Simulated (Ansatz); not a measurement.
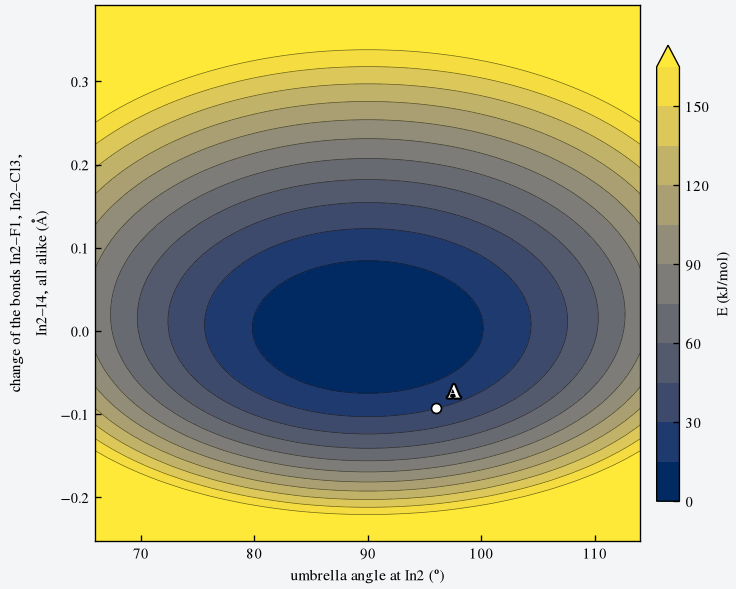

ClFIIn, SMILES [F][In]([Cl])[I]. Coordinates scanned: (1) umbrella angle at In2 (between each of its bonds and their common axis; 90 is planar); (2) change of the bonds In2–F1, In2–Cl3, In2–I4, all alike. Nothing is relaxed (all other coordinates rigid). The scan uses a 9 × 9 grid; 45 points were computed and 36 follow by symmetry. Points are written as (first, second). Energies are in kJ/mol, from the relaxed molecule at the same level. Theory: RKS r2SCAN-D4/def2-SVP in Ansatz.

The picture shows filled contours, one colour for all values above the top of the scale, the point A. Between grid points the surface is interpolated.

Question: Is A at rest? If not, where is it pushed?

Answer: A, at (96°, −0.092 Å), is not a stationary point. The computed force is 1.9 kJ/mol for each degree towards smaller values of the first coordinate and 550 kJ/mol for each Å towards larger values of the second coordinate.
